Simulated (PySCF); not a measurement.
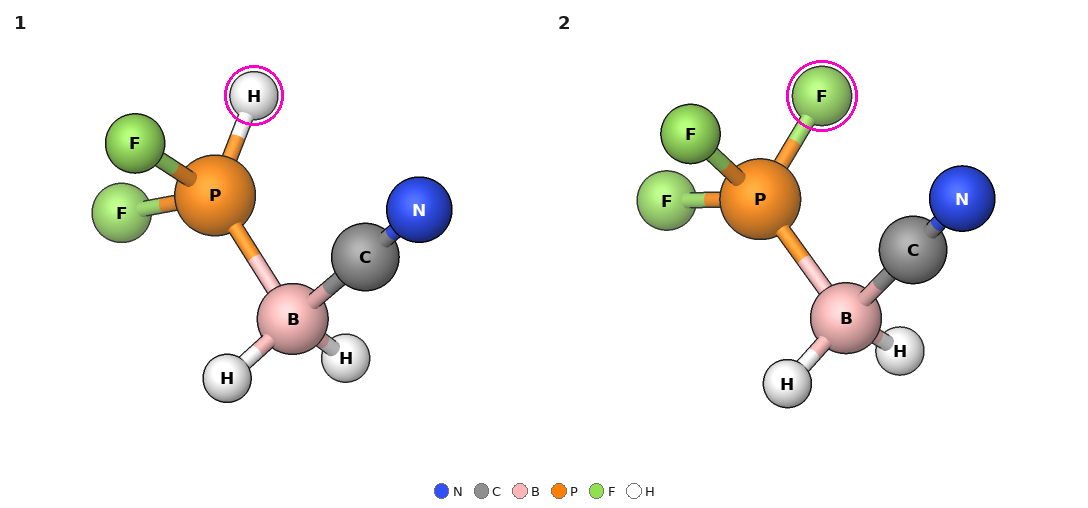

2 molecules with one skeleton, seen from the same side and at one scale; the atom that differs is circled. Charge 0, singlet. Computed geometries: GFN2-xTB optimisations, one conformation each. Properties computed with PySCF 2.14.0.

One atom differs, called X below: H in panel 1, F in panel 2. Their formulas are CH3BF2NP (`N#C[BH2-][PH+](F)F`), CH2BF3NP (`N#C[BH2-][P+](F)(F)F`).

In which is the angle B–P–X larger (GFN2-xTB)?

Answer. In panel 1 (X = H).

In which is the Hirshfeld charge of X higher (PBE0/pcSseg-1)?

Answer. In panel 1 (X = H).

Give the values. With GFN2-xTB: length of X–P (Å), angle B–P–X (°). With PBE0/pcSseg-1: dipole moment (D), HOMO energy (Kohn–Sham orbital) (eV), HOMO–LUMO gap (eV), Hirshfeld charge of X (e), GIAO shielding of the P bonded to X (ppm).

```tsv
quantity	1 (H)	2 (F)	2 − 1
length of X–P (Å)	1.389	1.571	+0.182
angle B–P–X (°)	130.3	117.9	−12.4
dipole moment (D)	4.35	3.95	−0.40
HOMO energy (Kohn–Sham orbital) (eV)	−9.18	−9.48	−0.30
HOMO–LUMO gap (eV)	7.25	7.72	+0.47
Hirshfeld charge of X (e)	0.04	−0.10	−0.14
GIAO shielding of the P bonded to X (ppm)	138.6	189.9	+51.3
```

The geometry is semi-empirical. Around B, P such bond lengths and angles can be off by a tenth of an ångström or more and by several degrees, and values that hang on the shape move with them.
